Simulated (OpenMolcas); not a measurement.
**Run report: HBr, excited-state calculation (part 2 of 4)**

Continued. System: HBr, SMILES Br. Method: MC-PDFT (tOPBE)/ANO-R1, sfX2C (OpenMolcas 26.06). The geometry comes from this level: PBE0-D4/def2-TZVP.

Geometry of the input (Å):
```
Br 0.0000  0.0000  0.0000
H  0.0000  0.0000  1.4205
```

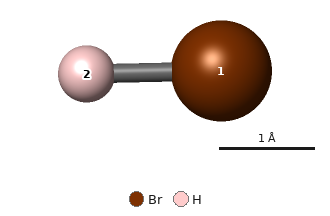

*The input geometry (ball-and-stick view, seen at a tilt; atoms are numbered from 1 in the order of the input).*

**Log, continued**
```
     1 BR1    1s         0.9952    0.0977    0.0000   -0.0000   -0.0000    0.0051   -0.0000    0.0000    0.0000   -0.0000
     2 BR1    2s        -0.0975    0.9869    0.0002   -0.0000   -0.0000    0.1284   -0.0000    0.0000   -0.0000   -0.0003
     3 BR1    3s         0.0075   -0.1283   -0.0000   -0.0000    0.0000    0.9917   -0.0001   -0.0000   -0.0000   -0.0012
     4 BR1    4s        -0.0000    0.0001   -0.0001   -0.0000    0.0000    0.0012    0.0025   -0.0000   -0.0000   -0.0059
     5 BR1    5s        -0.0000    0.0000    0.0000   -0.0000    0.0000   -0.0001   -0.0002    0.0000    0.0000   -0.0003
     6 BR1    2px        0.0000    0.0000   -0.0000    0.9973   -0.0727    0.0000   -0.0000   -0.0010    0.0085   -0.0000
     7 BR1    3px       -0.0000    0.0000    0.0000   -0.0085    0.0006    0.0000   -0.0000   -0.1114    0.9937    0.0000
     8 BR1    4px       -0.0000    0.0000    0.0000   -0.0000    0.0000    0.0000   -0.0000   -0.0001    0.0005    0.0000
     9 BR1    5px        0.0000    0.0000   -0.0000   -0.0000    0.0000    0.0000    0.0000   -0.0000    0.0002   -0.0000
    10 BR1    2py        0.0000    0.0000    0.0000    0.0727    0.9973    0.0000    0.0000    0.0085    0.0010   -0.0000
    11 BR1    3py        0.0000    0.0000   -0.0000   -0.0006   -0.0085    0.0000    0.0000    0.9937    0.1114   -0.0000
    12 BR1    4py        0.0000    0.0000    0.0000   -0.0000   -0.0000    0.0000    0.0000    0.0005    0.0001    0.0000
    13 BR1    5py        0.0000   -0.0000    0.0000   -0.0000   -0.0000    0.0000    0.0000    0.0002    0.0000    0.0000
    14 BR1    2pz       -0.0000   -0.0002    1.0000    0.0000   -0.0000   -0.0000    0.0085   -0.0000    0.0000   -0.0000
    15 BR1    3pz       -0.0000    0.0000   -0.0085   -0.0000    0.0000   -0.0000    0.9999   -0.0000    0.0000   -0.0008
    16 BR1    4pz       -0.0000    0.0000   -0.0000   -0.0000    0.0000   -0.0001    0.0006   -0.0000    0.0000   -0.0008
    17 BR1    5pz       -0.0000    0.0000    0.0000   -0.0000   -0.0000   -0.0002   -0.0005    0.0000    0.0000   -0.0005
    18 BR1    3d2-       0.0000   -0.0000    0.0000    0.0000   -0.0000    0.0000   -0.0000    0.0000    0.0000    0.0000
    19 BR1    4d2-       0.0000    0.0000    0.0000    0.0000    0.0000    0.0000    0.0000   -0.0000   -0.0000   -0.0000
    20 BR1    5d2-       0.0000    0.0000   -0.0000    0.0000    0.0000    0.0000    0.0000    0.0000    0.0000   -0.0000
    21 BR1    3d1-      -0.0000   -0.0000    0.0000   -0.0000   -0.0000   -0.0000   -0.0000    0.0001    0.0000   -0.0000
    22 BR1    4d1-       0.0000   -0.0000   -0.0000    0.0000    0.0000   -0.0000    0.0000    0.0001    0.0000   -0.0000
    23 BR1    5d1-      -0.0000   -0.0000   -0.0000   -0.0000   -0.0000    0.0000    0.0000   -0.0001   -0.0000    0.0000
    24 BR1    3d0        0.0000    0.0000   -0.0000   -0.0000    0.0000    0.0008    0.0005    0.0000   -0.0000    0.9998
    25 BR1    4d0       -0.0000    0.0000    0.0000   -0.0000    0.0000    0.0001    0.0003   -0.0000    0.0000    0.0017
    26 BR1    5d0       -0.0000    0.0000   -0.0000   -0.0000    0.0000   -0.0003    0.0001   -0.0000   -0.0000   -0.0002
    27 BR1    3d1+       0.0000    0.0000   -0.0000   -0.0000    0.0000   -0.0000    0.0000   -0.0000    0.0001    0.0000
    28 BR1    4d1+       0.0000   -0.0000   -0.0000    0.0000   -0.0000    0.0000   -0.0000   -0.0000    0.0001    0.0000
    29 BR1    5d1+       0.0000    0.0000   -0.0000   -0.0000    0.0000    0.0000   -0.0000    0.0000   -0.0001   -0.0000
    30 BR1    3d2+      -0.0000    0.0000    0.0000    0.0000   -0.0000    0.0000    0.0000    0.0000    0.0000   -0.0000
    31 BR1    4d2+       0.0000   -0.0000   -0.0000    0.0000   -0.0000    0.0000   -0.0000    0.0000    0.0000   -0.0000
    32 BR1    5d2+       0.0000   -0.0000    0.0000   -0.0000   -0.0000   -0.0000   -0.0000    0.0000   -0.0000   -0.0000
    33 BR1    4f3-       0.0000   -0.0000   -0.0000    0.0000    0.0000   -0.0000    0.0000   -0.0000    0.0000    0.0000
    34 BR1    4f2-      -0.0000    0.0000   -0.0000    0.0000    0.0000    0.0000   -0.0000   -0.0000    0.0000    0.0000
    35 BR1    4f1-       0.0000    0.0000    0.0000    0.0000    0.0000   -0.0000    0.0000    0.0004    0.0000   -0.0000
    36 BR1    4f0       -0.0000    0.0000    0.0000   -0.0000   -0.0000    0.0000    0.0005   -0.0000   -0.0000    0.0003
    37 BR1    4f1+       0.0000   -0.0000   -0.0000    0.0000   -0.0000   -0.0000    0.0000   -0.0000    0.0004    0.0000
    38 BR1    4f2+       0.0000   -0.0000    0.0000    0.0000    0.0000   -0.0000   -0.0000   -0.0000    0.0000    0.0000
    39 BR1    4f3+      -0.0000   -0.0000   -0.0000    0.0000    0.0000   -0.0000   -0.0000    0.0000   -0.0000   -0.0000
    40 H2     1s         0.0000   -0.0000   -0.0000    0.0000   -0.0000    0.0003    0.0006   -0.0000    0.0000    0.0037
    41 H2     2s         0.0000   -0.0000    0.0000    0.0000   -0.0000   -0.0001   -0.0003    0.0000   -0.0000   -0.0024
    42 H2     2px       -0.0000   -0.0000    0.0000    0.0000   -0.0000   -0.0000   -0.0000    0.0000   -0.0000    0.0000
    43 H2     2py        0.0000   -0.0000   -0.0000    0.0000    0.0000   -0.0000   -0.0000   -0.0000   -0.0000   -0.0000
    44 H2     2pz       -0.0000    0.0000   -0.0000   -0.0000    0.0000   -0.0001   -0.0001    0.0000   -0.0000   -0.0010

      Orbital                11        12        13        14        15        16        17        18        19
      Energy            -3.2006   -3.2006   -3.1947   -3.1947   -1.1022   -0.5802   -0.4399   -0.4399    0.0082
      Occ. No.           2.0000    2.0000    2.0000    2.0000    1.9979    1.7473    1.7499    1.7499    0.7549

     1 BR1    1s         0.0000    0.0000    0.0000   -0.0000   -0.0009   -0.0015   -0.0000   -0.0000   -0.0075
     2 BR1    2s         0.0000   -0.0000   -0.0000   -0.0000   -0.0055   -0.0091   -0.0000   -0.0000   -0.0435
     3 BR1    3s         0.0000   -0.0000   -0.0000   -0.0000   -0.0163   -0.0259   -0.0000   -0.0000   -0.1194
     4 BR1    4s         0.0000    0.0000    0.0000    0.0000    0.9047   -0.3281   -0.0000   -0.0000   -0.6154
     5 BR1    5s         0.0000   -0.0000    0.0000    0.0000   -0.0009   -0.0392   -0.0000   -0.0000    0.0983
     6 BR1    2px        0.0000    0.0000   -0.0000   -0.0000    0.0000    0.0000   -0.0000   -0.0000   -0.0000
     7 BR1    3px       -0.0001   -0.0000   -0.0000    0.0000    0.0000   -0.0000   -0.0012   -0.0002    0.0000
     8 BR1    4px        0.0007    0.0000   -0.0000   -0.0000    0.0000   -0.0000    0.9796    0.1586    0.0000
     9 BR1    5px       -0.0005   -0.0000    0.0000    0.0000    0.0000   -0.0000    0.0302    0.0049    0.0000
    10 BR1    2py       -0.0000    0.0000   -0.0000    0.0000   -0.0000   -0.0000    0.0000   -0.0000    0.0000
    11 BR1    3py        0.0000   -0.0001   -0.0000   -0.0000   -0.0000    0.0000    0.0002   -0.0012   -0.0000
    12 BR1    4py       -0.0000    0.0007   -0.0000   -0.0000    0.0000    0.0000   -0.1586    0.9796   -0.0000
    13 BR1    5py        0.0000   -0.0005   -0.0000   -0.0000    0.0000    0.0000   -0.0049    0.0302   -0.0000
    14 BR1    2pz       -0.0000   -0.0000   -0.0000    0.0000   -0.0007   -0.0013   -0.0000   -0.0000   -0.0029
    15 BR1    3pz       -0.0000   -0.0000    0.0000   -0.0000   -0.0134   -0.0193   -0.0000   -0.0000   -0.0395
    16 BR1    4pz        0.0000    0.0000    0.0000    0.0000    0.0598    0.7440    0.0000    0.0000   -0.6786
    17 BR1    5pz        0.0000   -0.0000   -0.0000   -0.0000   -0.0185   -0.0149   -0.0000   -0.0000   -0.1250
    18 BR1    3d2-       0.0000   -0.0000    0.9939   -0.1099   -0.0000   -0.0000    0.0000    0.0000   -0.0000
    19 BR1    4d2-       0.0000   -0.0000    0.0008   -0.0001   -0.0000    0.0000   -0.0000    0.0000   -0.0000
    20 BR1    5d2-       0.0000   -0.0000    0.0004   -0.0000   -0.0000   -0.0000    0.0000   -0.0000    0.0000
    21 BR1    3d1-      -0.0574    0.9983    0.0000    0.0000   -0.0000   -0.0000    0.0003   -0.0018   -0.0000
    22 BR1    4d1-      -0.0001    0.0012    0.0000    0.0000    0.0000    0.0000   -0.0015    0.0094   -0.0000
    23 BR1    5d1-       0.0000   -0.0001   -0.0000   -0.0000   -0.0000    0.0000   -0.0003    0.0021    0.0000
    24 BR1    3d0       -0.0000    0.0000   -0.0000    0.0000   -0.0045   -0.0179   -0.0000   -0.0000   -0.0196
    25 BR1    4d0       -0.0000    0.0000    0.0000    0.0000    0.0134    0.0616    0.0000    0.0000    0.0674
    26 BR1    5d0        0.0000   -0.0000   -0.0000   -0.0000    0.0006    0.0100    0.0000    0.0000    0.0123
    27 BR1    3d1+       0.9983    0.0574   -0.0000   -0.0000   -0.0000    0.0000   -0.0018   -0.0003    0.0000
    28 BR1    4d1+       0.0012    0.0001   -0.0000   -0.0000    0.0000   -0.0000    0.0094    0.0015    0.0000
    29 BR1    5d1+      -0.0001   -0.0000    0.0000   -0.0000    0.0000   -0.0000    0.0021    0.0003    0.0000
    30 BR1    3d2+       0.0000   -0.0000    0.1099    0.9939   -0.0000   -0.0000    0.0000    0.0000    0.0000
    31 BR1    4d2+       0.0000   -0.0000    0.0001    0.0008   -0.0000    0.0000   -0.0000   -0.0000    0.0000
    32 BR1    5d2+       0.0000   -0.0000    0.0000    0.0004   -0.0000   -0.0000    0.0000    0.0000    0.0000
    33 BR1    4f3-       0.0000   -0.0000   -0.0000    0.0000   -0.0000   -0.0000    0.0000   -0.0000   -0.0000
    34 BR1    4f2-       0.0000   -0.0000    0.0001   -0.0000    0.0000   -0.0000    0.0000   -0.0000    0.0000
    35 BR1    4f1-      -0.0000    0.0002    0.0000    0.0000   -0.0000    0.0000   -0.0002    0.0010    0.0000
    36 BR1    4f0       -0.0000    0.0000    0.0000    0.0000    0.0015    0.0035    0.0000    0.0000    0.0017
    37 BR1    4f1+       0.0002    0.0000   -0.0000   -0.0000   -0.0000   -0.0000    0.0010    0.0002    0.0000
    38 BR1    4f2+       0.0000   -0.0000    0.0000    0.0001    0.0000   -0.0000   -0.0000   -0.0000    0.0000
    39 BR1    4f3+       0.0000   -0.0000   -0.0000   -0.0000    0.0000    0.0000   -0.0000   -0.0000   -0.0000
    40 H2     1s        -0.0000    0.0000    0.0000    0.0000    0.1591    0.3236    0.0000    0.0000    1.1884
    41 H2     2s         0.0000   -0.0000   -0.0000   -0.0000   -0.0877   -0.1854   -0.0000   -0.0000    0.1089
    42 H2     2px        0.0009    0.0001   -0.0000   -0.0000    0.0000   -0.0000    0.0222    0.0036    0.0000
    43 H2     2py       -0.0001    0.0009    0.0000    0.0000    0.0000    0.0000   -0.0036    0.0222   -0.0000
    44 H2     2pz        0.0000   -0.0000   -0.0000   -0.0000   -0.0318   -0.0358   -0.0000   -0.0000    0.0467
--

      Von Neumann Entropy (Root   1) =  0.58796

      Mulliken population analysis for root number:  1
      -----------------------------------------------

++    Molecular charges:
      ------------------

      Mulliken charges per centre and basis function type
      ---------------------------------------------------

                BR1     H2
      1s       2.0000  1.4289
      2s       2.0000  0.0578
      2px      2.0000  0.0148
      2pz      2.0000  0.0317
      2py      2.0000  0.0148
      3s       2.0000  0.0000
      3px      2.0000  0.0000
      3pz      2.0000  0.0000
      3py      2.0000  0.0000
      4s       1.9482  0.0000
      3d2+     2.0000  0.0000
      3d1+     1.9999  0.0000
      3d0      1.9997  0.0000
      3d1-     1.9999  0.0000
      3d2-     2.0000  0.0000
      4px      1.9824  0.0000
      4pz      0.4900  0.0000
      4py      1.9824  0.0000
      5s       0.0335  0.0000
      4d2+     0.0000  0.0000
      4d1+     0.0003  0.0000
      4d0      0.0492  0.0000
      4d1-     0.0003  0.0000
      4d2-     0.0000  0.0000
      5px      0.0021  0.0000
      5pz     -0.0430  0.0000
      5py      0.0021  0.0000
      4f3+     0.0000  0.0000
      4f2+     0.0000  0.0000
      4f1+     0.0000  0.0000
      4f0      0.0004  0.0000
      4f1-     0.0000  0.0000
      4f2-     0.0000  0.0000
      4f3-     0.0000  0.0000
      5d2+     0.0000  0.0000
      5d1+     0.0000  0.0000
      5d0      0.0045  0.0000
      5d1-     0.0000  0.0000
      5d2-     0.0000  0.0000
      Total   34.4521  1.5479

      N-E      0.5479 -0.5479

      Total electronic charge=   36.000000

      Total            charge=   -0.000000
--

      Expectation values of various properties for root number:  1
      -----------------------------------------------------------

++    Molecular properties:
      ---------------------

      Charge (e):
                      =   -0.0000
      Dipole Moment (debye):
      Origin of the operator (angstrom)=    0.0000    0.0000    0.0179
                   X= -7.9091E-12               Y= -1.9283E-12               Z= -4.5436E+00           Total=  4.5436E+00
      Quadrupole Moment (debye*angstrom):
      Origin of the operator (angstrom)=    0.0000    0.0000    0.0179
                  XX= -2.1267E+01              XY= -2.2390E-13              XZ=  6.9409E-12              YY= -2.1267E+01
                  YZ=  3.3473E-12              ZZ= -2.4026E+01
      In traceless form (debye*angstrom)
                  XX=  1.3797E+00              XY= -3.3585E-13              XZ=  1.0411E-11              YY=  1.3797E+00
                  YZ=  5.0210E-12              ZZ= -2.7594E+00
--

      LoProp population analysis for root number:  1
      -----------------------------------------------

++    LoProp analysis:
      ----------------

++    Static properties:
      ------------------

      LoProp Charges per center

                   BR1      H2
      Nuclear     35.0000   1.0000
      Electronic -34.5792  -1.4208

      Total        0.4208  -0.4208
--

      Natural Bond Order analysis for root number:  1

++    Natural Bond Order analysis
      ---------------------------
      Based on LoProp computed density
      -------------------------------------------------------------------------------------
      Atom A       Atom B       Bond Order
      -------------------------------------------------------------------------------------
      NBO located      0.992 non-bonded electrons on atom BR1
      NBO located      0.999 non-bonded electrons on atom BR1
      NBO located      0.999 non-bonded electrons on atom BR1
      NBO located      1.003 non-bonded electrons on atom BR1
      NBO located      1.003 non-bonded electrons on atom BR1
      NBO located      1.000 non-bonded electrons on atom BR1
      NBO located      1.000 non-bonded electrons on atom BR1
      NBO located      1.000 non-bonded electrons on atom BR1
      NBO located      1.000 non-bonded electrons on atom BR1
      NBO located      1.000 non-bonded electrons on atom BR1
      NBO located      1.000 non-bonded electrons on atom BR1
      NBO located      1.000 non-bonded electrons on atom BR1
      NBO located      1.000 non-bonded electrons on atom BR1
      NBO located      1.000 non-bonded electrons on atom BR1
      NBO located      1.000 non-bonded electrons on atom BR1
      NBO located      1.000 non-bonded electrons on atom BR1
      The remaining    1.800 electrons are to be considered as diffuse
--

--

      Von Neumann Entropy (Root   2) =  1.00000

      Mulliken population analysis for root number:  2
      -----------------------------------------------

++    Molecular charges:
      ------------------

      Mulliken charges per centre and basis function type
      ---------------------------------------------------

                BR1     H2
      1s       2.0000  1.1643
      2s       2.0000  0.1703
      2px      2.0000  0.0075
      2pz      2.0000  0.0619
      2py      2.0000  0.0147
      3s       2.0000  0.0000
      3px      2.0000  0.0000
      3pz      2.0000  0.0000
      3py      2.0000  0.0000
      4s       1.9547  0.0000
      3d2+     2.0000  0.0000
      3d1+     1.9999  0.0000
      3d0      1.9997  0.0000
      3d1-     1.9999  0.0000
      3d2-     2.0000  0.0000
      4px      1.0067  0.0000
      4pz      1.5768  0.0000
      4py      1.9675  0.0000
      5s       0.0710  0.0000
      4d2+     0.0000  0.0000
      4d1+     0.0002  0.0000
      4d0      0.0419  0.0000
      4d1-     0.0003  0.0000
      4d2-     0.0000  0.0000
      5px      0.0011  0.0000
      5pz     -0.0445  0.0000
      5py      0.0021  0.0000
      4f3+     0.0000  0.0000
      4f2+     0.0000  0.0000
      4f1+     0.0000  0.0000
      4f0      0.0004  0.0000
      4f1-     0.0000  0.0000
      4f2-     0.0000  0.0000
      4f3-     0.0000  0.0000
      5d2+     0.0000  0.0000
      5d1+     0.0000  0.0000
      5d0      0.0038  0.0000
      5d1-     0.0000  0.0000
      5d2-     0.0000  0.0000
      Total   34.5814  1.4186

      N-E      0.4186 -0.4186

      Total electronic charge=   36.000000

      Total            charge=   -0.000000
--

      Expectation values of various properties for root number:  2
      -----------------------------------------------------------

++    Molecular properties:
      ---------------------

      Charge (e):
                      =   -0.0000
      Dipole Moment (debye):
      Origin of the operator (angstrom)=    0.0000    0.0000    0.0179
                   X=  6.1143E-12               Y=  2.5529E-12               Z= -2.4035E+00           Total=  2.4035E+00
      Quadrupole Moment (debye*angstrom):
      Origin of the operator (angstrom)=    0.0000    0.0000    0.0179
                  XX= -1.9419E+01              XY=  3.3059E-01              XZ= -7.1610E-12              YY= -2.2022E+01
                  YZ= -3.8669E-13              ZZ= -2.6824E+01
      In traceless form (debye*angstrom)
                  XX=  5.0038E+00              XY=  4.9588E-01              XZ= -1.0742E-11              YY=  1.0997E+00
                  YZ= -5.8003E-13              ZZ= -6.1035E+00
--

      LoProp population analysis for root number:  2
      -----------------------------------------------

++    LoProp analysis:
      ----------------

++    Static properties:
      ------------------

      LoProp Charges per center

                   BR1      H2
      Nuclear     35.0000   1.0000
      Electronic -34.6916  -1.3084

      Total        0.3084  -0.3084
--

      Natural Bond Order analysis for root number:  2
```
